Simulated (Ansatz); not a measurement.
**Fields on a plane of Ti4AlN3 (space group P6_3/mmc)**

```yaml
crystal:
  lattice:
    - [2.96257, 0.00000, 0.00000]
    - [-1.48128, 2.56566, 0.00000]
    - [0.00000, 0.00000, 23.26386]
  atoms:
    - { symbol: Ti, position: [0.33333, 0.66667, 0.44627] }
    - { symbol: Ti, position: [0.66667, 0.33333, 0.55373] }
    - { symbol: Ti, position: [0.66667, 0.33333, 0.94627] }
    - { symbol: Ti, position: [0.33333, 0.66667, 0.05373] }
    - { symbol: Ti, position: [0.00000, 0.00000, 0.65396] }
    - { symbol: Ti, position: [0.00000, 0.00000, 0.34604] }
    - { symbol: Ti, position: [0.00000, 0.00000, 0.15396] }
    - { symbol: Ti, position: [0.00000, 0.00000, 0.84604] }
    - { symbol: Al, position: [0.66667, 0.33333, 0.75000] }
    - { symbol: Al, position: [0.33333, 0.66667, 0.25000] }
    - { symbol: N, position: [0.66667, 0.33333, 0.10544] }
    - { symbol: N, position: [0.33333, 0.66667, 0.89456] }
    - { symbol: N, position: [0.33333, 0.66667, 0.60544] }
    - { symbol: N, position: [0.66667, 0.33333, 0.39456] }
    - { symbol: N, position: [0.00000, 0.00000, 0.50000] }
    - { symbol: N, position: [0.00000, 0.00000, 0.00000] }
```

The slice is a (0001) plane (indices of the conventional cell) through the point (0.333, 0.667, 0.054) (fractional), spanned by u = [110] and v = [1 -1 0] in vectors of this cell: u (2.96 Å) and v (5.13 Å, at 90° to u). It covers one period; positions are fractions (u, v).

Atoms on it: Ti at (0.00, 0.00); Ti at (0.50, 0.50).

Method: PBEsol (plane waves to 420 eV, PAW, scalar-relativistic; Ansatz, a quantum-chemistry and plane-wave program). k mesh 14×14×2. Inside the PAW spheres the values are not all-electron values, and peaks at nuclei hang on which shells count as valence. At this level the bands of Ti4AlN3 touch or barely overlap. Ti4AlN3 is run without spin polarisation. Ti4AlN3 was relaxed with its symmetry unable to fall.

| v \ u | 0.00 | 0.11 | 0.22 | 0.33 | 0.44 | 0.56 | 0.67 | 0.78 | 0.89 |
|---|---|---|---|---|---|---|---|---|---|
| 0.94 | x | 0.60 | 0.51 | 0.11 | 0.20 | 0.20 | 0.11 | 0.51 | 0.60 |
| 0.84 | 0.38 | 0.26 | 0.10 | 0.18 | 0.38 | 0.38 | 0.18 | 0.10 | 0.26 |
| 0.75 | 0.15 | 0.16 | 0.17 | 0.19 | 0.20 | 0.20 | 0.19 | 0.17 | 0.16 |
| 0.66 | 0.31 | 0.22 | 0.10 | 0.16 | 0.34 | 0.34 | 0.16 | 0.10 | 0.22 |
| 0.56 | 0.19 | 0.11 | 0.23 | 0.65 | x | x | 0.65 | 0.23 | 0.11 |
| 0.47 | 0.19 | 0.11 | 0.31 | 0.64 | x | x | 0.64 | 0.31 | 0.11 |
| 0.38 | 0.37 | 0.23 | 0.10 | 0.37 | 0.60 | 0.60 | 0.37 | 0.10 | 0.23 |
| 0.28 | 0.32 | 0.28 | 0.18 | 0.11 | 0.09 | 0.09 | 0.11 | 0.18 | 0.28 |
| 0.19 | 0.14 | 0.11 | 0.10 | 0.18 | 0.29 | 0.29 | 0.18 | 0.10 | 0.11 |
| 0.09 | 0.62 | 0.65 | 0.35 | 0.09 | 0.20 | 0.20 | 0.09 | 0.35 | 0.65 |
| 0.00 | x | x | 0.61 | 0.12 | 0.14 | 0.14 | 0.12 | 0.61 | x |

Values: electron localisation function (ELF). Points within 0.4 Å of a nucleus are blanked (x), as the pseudised field means little there.

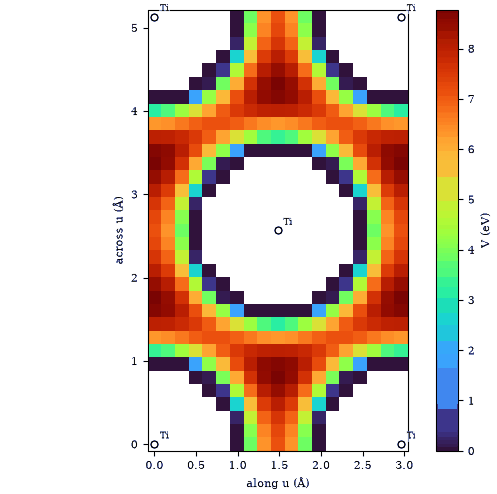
Electrostatic potential energy of an electron, from the cell's mean, in eV, one period of the plane, atoms marked. Points within 0.9 Å of a nucleus are left white, as the pseudised field means little there. Values under 0 eV are set to 0. The zero, the cell's mean, hangs on the PAW cores.
